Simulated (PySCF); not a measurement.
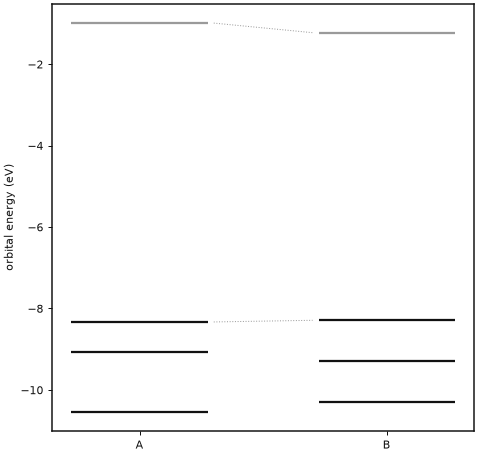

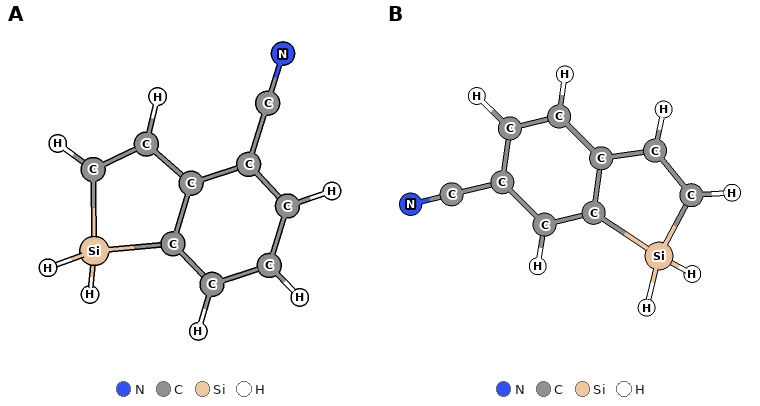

Related molecules: A is C₉H₇NSi, SMILES N#Cc1cccc2c1C=C[SiH2]2; B is C₉H₇NSi, SMILES N#Cc1ccc2c(c1)[SiH2]C=C2. Frontier orbital energies, CAM-B3LYP/def2-SVPD in PySCF, at a PBE0-D3(BJ)/def2-SVP geometry (no frequency check); drawn are at most three filled levels and, in grey, the LUMO with any level within 0.03 eV of it; dotted lines join the HOMOs and the LUMOs.

### What does the change do to the frontier levels?

From A to B the HOMO hardly moves and the LUMO falls by 0.24 eV, so the separation goes from 7.34 to 7.06 eV.
